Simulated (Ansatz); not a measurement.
H3NOZn···HCl

Input

```
crystal:
  periodic: [false, false, false]
  atoms:
    - { symbol: Zn, position_ang: [-0.9437, 0.1796, -0.023] }
    - { symbol: Cl, position_ang: [-0.1139, -0.499, 2.3628] }
    - { symbol: O, position_ang: [-2.4576, 0.6753, -0.7175] }
    - { symbol: H, position_ang: [1.1214, -0.4859, 1.1142] }
    - { symbol: "N", position_ang: [1.2653, -0.2362, -0.1878] }
    - { symbol: H, position_ang: [-2.4392, 0.9288, -1.6395] }
    - { symbol: H, position_ang: [1.628, -1.0717, -0.6237] }
    - { symbol: H, position_ang: [1.9397, 0.5092, -0.2855] }
basis:
  gaussian: { orbitals: def2-SVP }
hamiltonian:
  xc: b3lyp
  dispersion: d4
relax:
  f_tol: 0.15
  max_steps: 25
  restrain:
    - { distance: [0, 4], at: 1.93, k: 30.0 }
    - { distance: [3, 1], at: 1.33, k: 30.0 }
    - { distance: [0, 1], at: 3.54, k: 30.0 }
    - { distance: [3, 4], at: 2.32, k: 30.0 }
output:
  orbitals: {}
```

Launched as:

```sh
ansatz run input.yaml --threads 2 --pin off --max-ram 3072MiB --backend cpu --events-out ev --progress --plain --runs-dir out
```

The fields are those of the run's last geometry, not of the input's.

Not at a stationary point (largest force 1.0 eV/Å).

All numbers below come from RKS B3LYP-D4/def2-SVP (Ansatz 0.2.0).

Q: What will maps of the electron density and electron localisation function show?

A: N5···H4 (2.31 Å): the density falls to about 0.12 e/Å³ on the way; the ELF dips to about 0.10 between them.
Zn–O (1.77 Å): the density is about 0.87 e/Å³ at the midpoint; the ELF peaks at about 0.80 in the valence shell of O, 0.6 Å from its nucleus, and is about 0.20 at the midpoint.
Zn–N (1.90 Å): ρ is about 0.73 e/Å³ halfway; the ELF peaks at about 0.85 in the valence shell of N, 0.7 Å from its nucleus, and is about 0.25 at the midpoint.
O–H (0.97 Å): ρ at the midpoint is about 3.6 e/Å³; the ELF climbs to about 1 towards the hydrogen, as it does in any bond to H (an ordinary covalent bond to hydrogen).

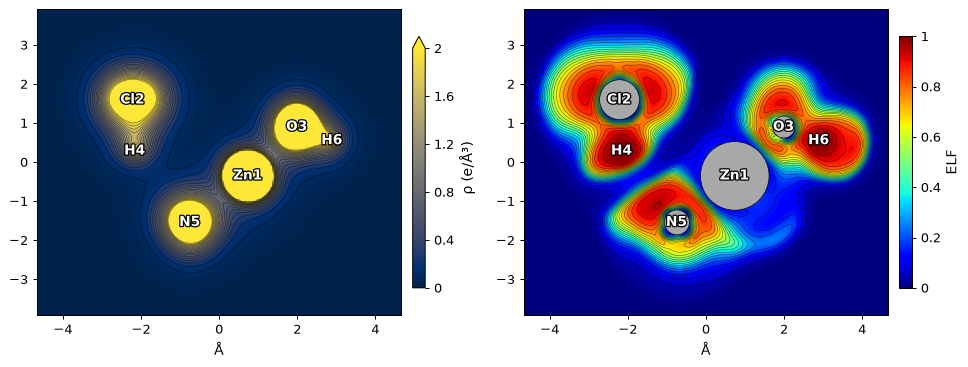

Computed electron density and electron localisation function on the plane of atoms Zn1, O3 and H6, in this order. Grey discs cover the atomic cores in the ELF map. 
